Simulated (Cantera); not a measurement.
A closed system holds: 1 mol CH3SiH3, 1.8 mol H2, equilibrated at 1.50 mbar.

Equilibrium computed with Cantera from the NASA thermochemical tables; the gas is ideal and each condensed phase is pure. Candidate condensed phases: C, C6H6, C7H8, C8H18, Si, SiC; 87 gas species. The feed counts by its element totals alone. Gases not in the tables: Si2H6 and higher silanes. The numbers say what is thermodynamically allowed, not how fast it happens.

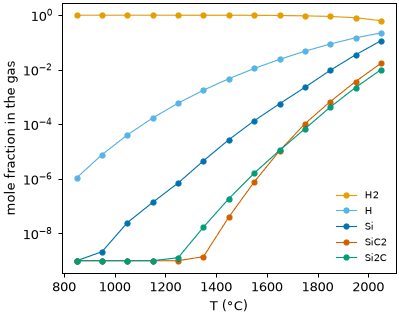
Figure: Equilibrium gas composition (values under 1e-9 drawn at 1e-9)

Q: Read off the mole fractions at 1550 °C.

A: H2 about 0.99, H about 0.011, Si about 0.00013, Si2C about 1.6e-6, SiC2 about 7.6e-7.
